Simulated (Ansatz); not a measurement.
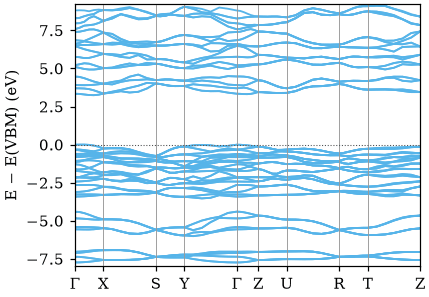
*Band structure from r²SCAN+D4 with spin–orbit coupling (plane waves, PAW; program Ansatz)*

Q: Read off the gap and where the band edges lie.

A: About 3.2 eV (3.24 eV by a search for the band edges); maximum on the Γ–X line, 28 % of the way from Γ, minimum on the Γ–X line, 64 % of the way from Γ.

The material is HPbBrO in space group Pnma (No. 62; H on 4c, Pb on 4c, Br on 4c, O on 4c).

The first step of the workflow began from a Materials Project structure, measured or hypothetical; the Crystallography Open Database copy checked does not list it. Its standing as an ambient phase is unchecked. The r²SCAN+D4 relaxation kept the symmetry of its start; of distortions, only those at the zone centre were tested.

Potentials: the later of the program's two PAW sets.
